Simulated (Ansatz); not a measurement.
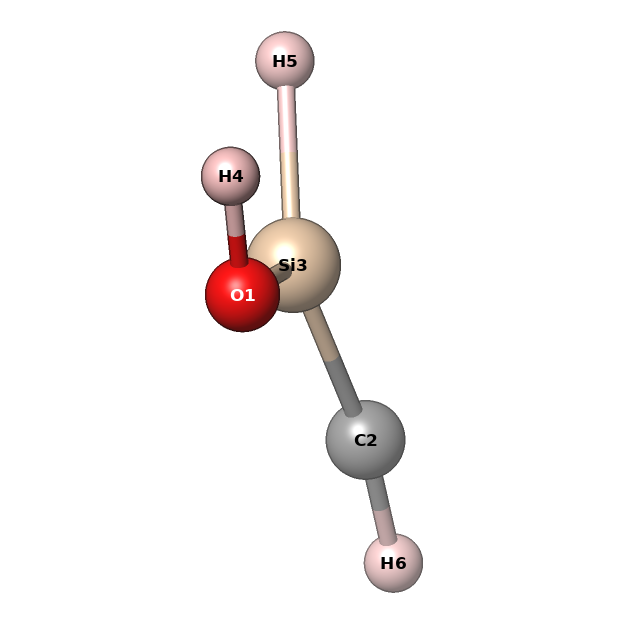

Si3 lies behind O1. The molecule seen a little off the O1–Si3 bond, O1 in front. Depth is shown by fading: the farther an atom, the more it takes the colour of the background. State: neutral, doublet. Computed geometry: PBE-D4/def2-SVP optimisation. No frequency run is at hand to confirm it as a minimum.

Question: What is the torsion angle H4–O1–Si3–C2? The sign is positive where the front bond must turn clockwise to cover the back bond.

Answer: 167°, antiperiplanar (anti).
